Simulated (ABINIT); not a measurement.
# Quasiparticle gap of KI (Fm-3m) in ABINIT, part 2 of 2

Aim: the G0W0 gap of KI (Fm-3m) on PBE, step by step.

ABINIT 10.8.3; PBE and many-body steps on it, plane waves. Known limits of the many-body steps: not at the basis limit; no spin-orbit coupling; coarse k mesh.

So far. Step 2 (Ground state): The gap is direct, at Γ. Step 3 (Bands along the symmetry lines): The gap is 3.962 eV, as in the run before at this level.

**4. Empty states on the mesh, 2×2×2 mesh, 48 bands**

Level of this step: DFT, PBE, plane waves, norm-conserving pseudopotentials (ABINIT).

The sums over transitions need many empty states on a uniform mesh; this step solves for them.

run.abi reads:

```
acell 3*1.0 Angstrom
rprim 
  0.000000000000 3.532775000000 3.532775000000
  3.532775000000 0.000000000000 3.532775000000
  3.532775000000 3.532775000000 -0.000000000000
ntypat 2
znucl 19 53
natom 2
typat 1 2
xred 
  0.000000000000 0.000000000000 0.000000000000
  0.500000000000 0.500000000000 0.500000000000
pp_dirpath "pseudos"
pseudos "K.upf, I.upf"
ecut 33
ngkpt 2 2 2
nshiftk 1
shiftk 0 0 0
kptopt 1
chksymbreak 0
iscf -2
irdden 1
istwfk *1
nband 48
nbdbuf 4
tolwfr 1e-09
nstep 60
prtvol 0
indata_prefix "in"
outdata_prefix "out"
tmpdata_prefix "tmp"
```

Launch:

```console
OMP_NUM_THREADS=1 mpirun -n 3 abinit run.abi > log
```

Numbers of over 12 decimals in the logs are rounded to 6 here.

Log:

```text
.Version 10.8.3 of ABINIT. v10.8.2 released Aug 2026.

 Symmetries : space group Fm -3 m (#225); Bravais cF (face-center cubic)
[... echo of the input left out ...]
== DATASET  1 ==================================================================
-   mpi_nproc: 3, omp_nthreads: 1 (-1 if OMP is not activated)

--- !DatasetInfo
iteration_state: {dtset: 1, }
dimensions: {natom: 2, nkpt: 3, mband: 48, nsppol: 1, nspinor: 1, nspden: 1, mpw: 5434, }
cutoff_energies: {ecut:  33.0, pawecutdg:  -1.0, }
electrons: {nelect:   1.60000000E+01, charge:   0.00000000E+00, occopt:   1.00000000E+00, tsmear:   1.00000000E-02, }

 Real(R)+Recip(G) space primitive vectors, cartesian coordinates (Bohr,Bohr^-1):
 R(1)=  0.0000000  6.6759772  6.6759772  G(1)= -0.0748954  0.0748954  0.0748954
 R(2)=  6.6759772  0.0000000  6.6759772  G(2)=  0.0748954 -0.0748954  0.0748954
 R(3)=  6.6759772  6.6759772  0.0000000  G(3)=  0.0748954  0.0748954 -0.0748954
 Unit cell volume ucvol=  5.9507887E+02 bohr^3
 Angles (23,13,12)=  6.00000000E+01  6.00000000E+01  6.00000000E+01 degrees

 getcut: wavevector=  0.0000  0.0000  0.0000  ngfft=  50  50  50
         ecut(hartree)=     33.000   => boxcut(ratio)=   2.04876

--- Pseudopotential description ------------------------------------------------
- K Generated using ONCVPSP code by D. R. Hamann
- 19.00000   9.00000  171031                  znucl, zion, pspdat
12 -101130 2 -1 2222                          pspcod,pspxc,lmax,lloc,mmax
     nproj     2     2     2
  pspatm : epsatm=    8.42413758
         --- l  ekb(1:nproj) -->
             0   10.871123    0.806704
             1    4.379001    0.553647
             2   -3.405842   -1.029115
 pspatm: atomic psp has been read  and splines computed

- I Generated using ONCVPSP code by D. R. Hamann
- 53.00000   7.00000  171031                  znucl, zion, pspdat
12 -101130 2 -1 1196                          pspcod,pspxc,lmax,lloc,mmax
     nproj     2     2     2
  pspatm : epsatm=   19.17056757
         --- l  ekb(1:nproj) -->
[...]
pspatm: atomic psp has been read  and splines computed

--------------------------------------------------------------------------------

================================================================================
 prteigrs : about to open file out_EIG
 Non-SCF case, kpt    1 (  0.00000  0.00000  0.00000), residuals and eigenvalues=
  2.15E-10  3.60E-10  9.17E-10  8.88E-10  8.66E-10  2.02E-10  5.36E-10  6.52E-10
  9.08E-10  1.15E-10  2.89E-10  6.56E-10  2.88E-10  7.86E-10  2.37E-10  1.86E-10
  2.46E-10  4.88E-10  3.12E-10  5.34E-10  9.44E-10  1.93E-10  8.55E-10  8.82E-10
[...]
-1.0430E+00 -4.3616E-01 -4.3616E-01 -4.3616E-01 -3.8166E-01  4.3563E-03
  4.3563E-03  4.3563E-03  1.4997E-01  2.4342E-01  2.4342E-01  2.4342E-01
  2.6985E-01  2.6985E-01  3.6592E-01  4.7509E-01  4.7509E-01  4.7509E-01
[...]
1.0137E+00  1.0137E+00  1.0137E+00  1.0562E+00  1.0685E+00  1.0685E+00
  1.0685E+00  1.1339E+00  1.1339E+00  1.1340E+00  1.1409E+00  1.1409E+00
 prteigrs : prtvol=0 or 1, do not print more k-points.

--- !ResultsGS
iteration_state: {dtset: 1, }
comment   : Summary of ground state results
lattice_vectors:
- [  0.0000000,   6.6759772,   6.6759772, ]
- [  6.6759772,   0.0000000,   6.6759772, ]
- [  6.6759772,   6.6759772,  -0.0000000, ]
lattice_lengths: [   9.44126,    9.44126,    9.44126, ]
lattice_angles: [ 60.000,  60.000,  60.000, ] # degrees, (23, 13, 12)
lattice_volume:   5.9507887E+02
convergence: {deltae:  0.000E+00, res2:  0.000E+00, residm:  9.922E-10, diffor:  0.000E+00, }
etotal    :  -4.31025253E+01
entropy   :   0.00000000E+00
fermie    :   4.35632526E-03
cartesian_stress_tensor: null
pressure_GPa: null
xred      :
- [  0.0000E+00,   0.0000E+00,   0.0000E+00,  K]
- [  5.0000E-01,   5.0000E-01,   5.0000E-01,  I]
cartesian_forces: null
force_length_stats: {min: null, max: null, mean: null, }

 Integrated electronic density in atomic spheres:
 ------------------------------------------------
 Atom  Sphere_radius  Integrated_density
[...]
================================================================================

 ----iterations are completed or convergence reached----

 Mean square residual over all n,k,spin=   53.232E-11; max=  99.218E-11
 reduced coordinates (array xred) for    2 atoms
       0.000000000000      0.000000000000      0.000000000000
       0.500000000000      0.500000000000      0.500000000000

 cartesian coordinates (angstrom) at end:
    1      0.000000     0.000000     0.000000
    2      3.532775     3.532775     3.532775
 length scales=  1.889726125908  1.889726125908  1.889726125908 bohr
              =  1.000000000000  1.000000000000  1.000000000000 angstroms
 prteigrs : about to open file out_EIG
 Eigenvalues (hartree) for nkpt=   3  k points:
 kpt#   1, nband= 48, wtk=  0.12500, kpt=  0.0000  0.0000  0.0000 (reduced coord)
[...]
0.83167    0.83167    0.83167    0.93888    1.01370    1.01370    1.01370    1.05617
   1.06846    1.06846    1.06846    1.13393    1.13393    1.13397    1.14093    1.14093
 prteigrs : prtvol=0 or 1, do not print more k-points.

== END DATASET(S) ==============================================================
================================================================================

 -outvars: echo values of variables after computation  --------
            nband          48
             nkpt           3
          spgroup         225
 [... the other variables as echoed above ...]

 Calculation completed.
```

Run time: 11 s. Hardware: 3 MPI ranks of Intel Xeon Platinum 8259CL at 2.50GHz (Skylake/Cascade Lake), shared host; peak memory 0.25 GiB.

Numbers from this step:

- gap: 3.962 eV
- k of the valence top: 0, 0, 0
- k of the conduction bottom: 0, 0, 0
- least direct gap: 3.962 eV
- k points computed: 3
- lowest point of the top converged band, above the valence top: 29.47 eV

On this mesh the gap is 3.962 eV.

**5. Screening, 2×2×2 mesh, 44 bands, screening to 87.1 eV**

The RPA dielectric matrix is built and inverted for each q.

This step: RPA screening on PBE, plane waves, norm-conserving pseudopotentials.

run.abi: that of step 4 with these lines changed.

```diff
@@ -20,10 +20,11 @@
 chksymbreak 0
-iscf -2
-irdden 1
 istwfk *1
-nband 48
-nbdbuf 4
-tolwfr 1e-09
-nstep 60
-prtvol 0
+occopt 1
+irdwfk 1
+optdriver 3
+nband 44
+ecuteps 3.2
+inclvkb 2
+awtr 1
+symchi 1
 indata_prefix "in"
```

Launch:

```console
OMP_NUM_THREADS=1 mpirun -n 4 abinit run.abi > log
```

Log:

```text
.Version 10.8.3 of ABINIT. v10.8.2 released Aug 2026.

 Symmetries : space group Fm -3 m (#225); Bravais cF (face-center cubic)
[... echo of the input left out ...]
== DATASET  1 ==================================================================
-   mpi_nproc: 4, omp_nthreads: 1 (-1 if OMP is not activated)

--- !DatasetInfo
iteration_state: {dtset: 1, }
dimensions: {natom: 2, nkpt: 3, mband: 44, nsppol: 1, nspinor: 1, nspden: 1, mpw: 5434, }
cutoff_energies: {ecut:  33.0, pawecutdg:  -1.0, }
electrons: {nelect:   1.60000000E+01, charge:   0.00000000E+00, occopt:   1.00000000E+00, tsmear:   1.00000000E-02, }

 SCREENING: Calculation of the susceptibility and dielectric matrices

 Based on a program developped by R.W. Godby, V. Olevano, G. Onida, and L. Reining.
 Incorporated in ABINIT by V. Olevano, G.-M. Rignanese, and M. Torrent.
.Using double precision arithmetic ; gwpc =  8

[... cell and pseudopotentials left out ...]
--------------------------------------------------------------------------------

 ==== K-mesh for the wavefunctions ====
 Number of points in the irreducible wedge :     3
[... list of points left out ...]
 Together with 48 symmetry operations and time-reversal symmetry
 yields     8 points in the full Brillouin Zone.

 ==== Q-mesh for the screening function ====
 Number of points in the irreducible wedge :     3
[... list of points left out ...]
 Together with 48 symmetry operations and time-reversal symmetry
 yields     8 points in the full Brillouin Zone.

 setmesh: FFT mesh size selected  =    32x   32x   32
          total number of points  =        32768

 vcoul_init : cutoff-mode = AUXILIARY_FUNCTION
 q-points for optical limit:   1
     1)      0.000010    0.000020    0.000030

- screening: taking advantage of time-reversal symmetry
- Maximum band index for partially occupied states nbvw = 8
- Remaining bands to be divided among processors   nbcw = 36
- Number of bands treated by each node ~9

 Number of electrons calculated from density =   16.0000; Expected =   16.0000
 average of density, n =  0.026887
 r_s =    2.0707
 omega_plasma =   15.8172 [eV]

 calculating chi0 at frequencies [eV] :
  1    0.000000E+00    0.000000E+00
  2    0.000000E+00    1.581715E+01

--------------------------------------------------------------------------------
  q-point number  1        q = ( 0.000000, 0.000000, 0.000000) [r.l.u.]
--------------------------------------------------------------------------------
[... chi0 elements left out ...]
 For q-point:  0.000010 0.000020 0.000030
  dielectric constant =   3.3287
  dielectric constant without local fields =   4.0395

  Average fulfillment of the sum rule on Im[epsilon] for q-point    1 :     57.68  [%]
[... wings left out ...]
  q-point number  2        q = ( 0.500000, 0.000000, 0.000000) [r.l.u.]
--------------------------------------------------------------------------------
[... chi0 elements left out ...]
  Average fulfillment of the sum rule on Im[epsilon] for q-point    2 :     69.76  [%]

 [... 1 further q-points ...]
```

The job ended after 4.2 s (4 MPI ranks; peak memory 0.54 GiB).

This step gave:

```yaml
eps_infinity_with_local_fields_on_this_mesh_along_the_program_s_q_direction: 3.329
the_same_without_local_fields: 4.040
plasma_frequency: 15.82 eV
plane_waves_in_the_screening_matrix: 169
```

Local fields lower ε∞ by 18 %. On a Γ-centred mesh this coarse the value itself is usually too large, while a short band sum pulls it down.

**6. Self-energy, 2×2×2 mesh, 44 bands, screening to 87.1 eV**

The self-energy is evaluated for the states that the input lists, and the levels follow from it, in one-shot runs by the linearised quasiparticle equation.

This step: G0W0 on PBE, plane waves, norm-conserving pseudopotentials.

run.abi: that of step 5 with these lines changed.

```diff
@@ -23,8 +23,15 @@
 irdwfk 1
-optdriver 3
+optdriver 4
 nband 44
+gwcalctyp 0
+ecutsigx 33
+symsigma 1
+nkptgw 1
+kptgw 
+  0.0000000000 0.0000000000 0.0000000000
+bdgw 
+  6 12
 ecuteps 3.2
-inclvkb 2
-awtr 1
-symchi 1
+irdscr 1
+ppmodel 1
 indata_prefix "in"
```

Log:

```text
.Version 10.8.3 of ABINIT. v10.8.2 released Aug 2026.

 Symmetries : space group Fm -3 m (#225); Bravais cF (face-center cubic)
[... echo of the input left out ...]
== DATASET  1 ==================================================================
-   mpi_nproc: 4, omp_nthreads: 1 (-1 if OMP is not activated)

--- !DatasetInfo
iteration_state: {dtset: 1, }
dimensions: {natom: 2, nkpt: 3, mband: 44, nsppol: 1, nspinor: 1, nspden: 1, mpw: 5434, }
cutoff_energies: {ecut:  33.0, pawecutdg:  -1.0, }
electrons: {nelect:   1.60000000E+01, charge:   0.00000000E+00, occopt:   1.00000000E+00, tsmear:   1.00000000E-02, }

 SIGMA: Calculation of the GW corrections

 Based on a program developped by R.W. Godby, V. Olevano, G. Onida, and L. Reining.
 Incorporated in ABINIT by V. Olevano, G.-M. Rignanese, and M. Torrent.
.Using double precision arithmetic ; gwpc =  8

[... cell and pseudopotentials left out ...]
--------------------------------------------------------------------------------

 ==== K-mesh for the wavefunctions ====
 Number of points in the irreducible wedge :     3
[... list of points left out ...]
 Together with 48 symmetry operations and time-reversal symmetry
 yields     8 points in the full Brillouin Zone.

 ==== Q-mesh for screening function ====
 Number of points in the irreducible wedge :     3
[... list of points left out ...]
 Together with 48 symmetry operations and time-reversal symmetry
 yields     8 points in the full Brillouin Zone.

 vcoul_init : cutoff-mode = AUXILIARY_FUNCTION
 q-points for optical limit:   1
     1)      0.000010    0.000020    0.000030
 setmesh: FFT mesh size selected  =    50x   50x   50
          total number of points  =       125000

 Number of electrons calculated from density =   16.0000; Expected =   16.0000
 average of density, n =  0.026887
 r_s =    2.0707
 omega_plasma =   15.8172 [eV]

 === KS Band Gaps ===
  >>>> For spin  1
   Minimum direct gap =   3.9625 [eV], located at k-point      :   0.0000  0.0000  0.0000
   Fundamental gap    =   3.9625 [eV], Top of valence bands at :   0.0000  0.0000  0.0000
                                       Bottom of conduction at :   0.0000  0.0000  0.0000
 SIGMA fundamental parameters:
 PLASMON POLE MODEL  1
 number of plane-waves for SigmaX                 5329
 number of plane-waves for SigmaC and W            169
 number of plane-waves for wavefunctions          5329
 number of bands                                    44
 number of independent spin polarizations            1
 number of spinorial components                      1
 number of k-points in IBZ                           3
 number of q-points in IBZ                           3
 number of symmetry operations                      48
 number of k-points in BZ                            8
 number of q-points in BZ                            8
 number of frequencies for dSigma/dE                 9
 frequency step for dSigma/dE [eV]                0.25
 number of omega for Sigma on real axis              0
 max omega for Sigma on real axis  [eV]           0.00
 zcut for avoiding poles [eV]                     0.10

 EPSILON^-1 parameters (SCR file):
 dimension of the eps^-1 matrix on file            169
 dimension of the eps^-1 matrix used               169
 number of plane-waves for wavefunctions          5329
 number of bands                                    44
 number of q-points in IBZ                           3
 number of frequencies                               2
 number of real frequencies                          1
 number of imag frequencies                          1

 matrix elements of self-energy operator (all in [eV])

 Perturbative Calculation

--- !SelfEnergy_ee
iteration_state: {dtset: 1, }
kpoint     : [   0.000,    0.000,    0.000, ]
spin       : 1
KS_gap     :    3.962
QP_gap     :    5.517
Delta_QP_KS:    1.555
data: !SigmaeeData |
     Band     E0 <VxcDFT>   SigX SigC(E0)      Z dSigC/dE  Sig(E)    E-E0       E
        6   0.119 -11.197 -13.900   1.890   0.818  -0.222 -11.862  -0.665  -0.546
        7   0.119 -11.197 -13.900   1.890   0.818  -0.222 -11.862  -0.665  -0.546
        8   0.119 -11.197 -13.900   1.890   0.818  -0.222 -11.862  -0.665  -0.546
        9   4.081  -6.337  -2.612  -2.679   0.851  -0.175  -5.447   0.890   4.971
       10   6.624  -7.721  -3.357  -2.604   0.847  -0.181  -6.231   1.490   8.114
       11   6.624  -7.721  -3.357  -2.604   0.847  -0.181  -6.231   1.490   8.114
       12   6.624  -7.721  -3.357  -2.604   0.847  -0.181  -6.231   1.490   8.114

== END DATASET(S) ==============================================================
================================================================================

 -outvars: echo values of variables after computation  --------
           etotal      0.0000000000E+00
            nband          44
             nkpt           3
          spgroup         225
 [... the other variables as echoed above ...]

 Calculation completed.
```

Run time: 4.3 s. Hardware: 4 MPI ranks; peak memory 0.53 GiB.

This step gave:

| Item | Value |
| --- | --- |
| G0W0 gap on the points computed | 5.517 eV |
| starting gap on the mesh | 3.962 eV |
| k of the valence top | 0, 0, 0 |
| k of the conduction bottom | 0, 0, 0 |
| Z at the valence top | 0.818 |
| Z at the conduction bottom | 0.851 |
| least direct G0W0 gap on the computed points | 5.517 eV |

The gap on the mesh goes from 3.96 eV to 5.52 eV, a correction of +1.55 eV.

Limits: finite bands, cutoff and mesh; no spin-orbit coupling; coarse k mesh. v1 is the top filled band, c1 the lowest empty one. Levels before and after the correction, in eV, zero at the valence-band top of each column:

|  | conduction bottom | valence top |
| --- | --- | --- |
| Kohn-Sham | 3.96 | 0.00 |
| G0W0 | 5.52 | 0.00 |

|  | level | energy (eV) |
| --- | --- | --- |
| Kohn-Sham | Γ v3-v1 | 0.000 |
| Kohn-Sham | Γ c1 | 3.962 |
| Kohn-Sham | Γ c2-c4 | 6.505 |
| G0W0 | Γ v3-v1 | 0.000 |
| G0W0 | Γ c1 | 5.517 |
| G0W0 | Γ c2-c4 | 8.660 |

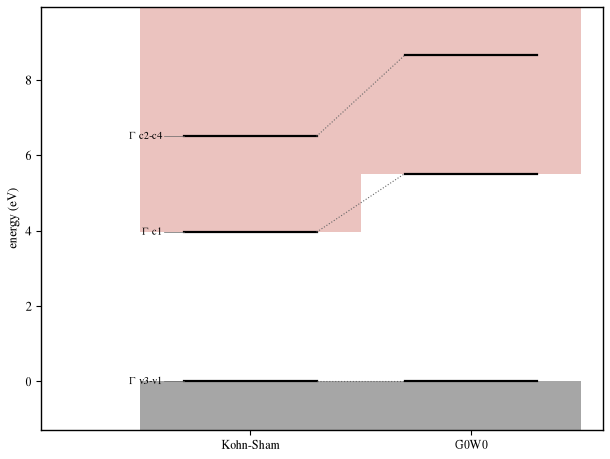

Levels before and after the correction. Shaded: valence and conduction bands.

**7. Where the time went**

Times are wall times on the hardware named with each run, good to a factor of about two.

| step | time | share | memory (GiB) |
| --- | --- | --- | --- |
| ground state | 16 s | 24 % | 0.39 |
| bands along the symmetry lines | 30 s | 46 % | 0.37 |
| empty states on the mesh | 11 s | 17 % | 0.25 |
| screening | 4.2 s | 6 % | 0.54 |
| self-energy | 4.3 s | 7 % | 0.53 |

**8. Outcome**

| Item | Value |
| --- | --- |
| PBE gap | 3.96 eV, direct |
| G0W0 gap on the mesh | 5.52 eV |
| GW settings | 2×2×2 mesh, 44 bands, screening to 87.1 eV, Godby-Needs plasmon pole |
| known limits | not at the basis limit; no spin-orbit coupling; coarse k mesh |

What this shows: G0W0 moves the gap on the mesh from 3.96 eV to 5.52 eV (+1.55 eV), with Z of 0.82 and 0.85 at the edges. Local fields lower the RPA ε∞ on this mesh from 4.04 to 3.33; a Γ-centred mesh this coarse tends to raise both, most where the direct gap is narrow, while a short band sum lowers them. Only 1 of the mesh's irreducible points was corrected, so a valley elsewhere could overtake. The dearest step here is «bands along the symmetry lines». Bands and cutoff are finite, so the gap is not at the basis limit. The miss can reach some tenths of an eV and take either sign; the mesh is an error of its own. In the G0W0 run levels were corrected at 1 k point alone, so a gap called «on the mesh» is the least over those, and an edge elsewhere would be missed. The 2×2×2 mesh is coarse for this cell, which bears on the long-range parts of exchange and screening. The many-body steps are scalar-relativistic: spin-orbit coupling is not in them.

[Paths, hosts, dates, memory and timing lines, banners, echoed tables and standing remarks are left out of the program output.]

[Logs are printed without paths, hosts, clocks, repeated set-up lines and the standing remarks that a program may print on its own settings, such as how far it seeks lower states.]

[Runs of the session that timed out or met a known fault of the program may be left out.]

[Hosts, paths, dates, database ids (printed as entryN), source tags and the programs' standing remarks are cut or masked in the printed files.]

[G0W0 gaps are taken among the corrected bands and points alone; a level outside them can change the order at an edge.]

[Where Ansatz stands beside ABINIT at settings called matched, ABINIT's density can come from a denser mesh and the files from another edition; pairs whose starting gaps differed by over 0.03 eV were left out, so agreement reads better than it is.]
